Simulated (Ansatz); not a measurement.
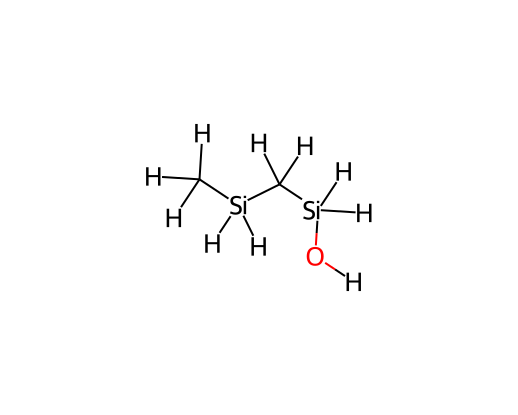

The picture comes from a calculation with Ansatz.

A structural formula.

> Write the SMILES.

C[SiH2]C[SiH2]O

> What is the molecular formula?

C2H10OSi2.

> An optimisation with PBE-D4/def2-SVP gave a structure of which point group?

C1. Other conformers may differ.
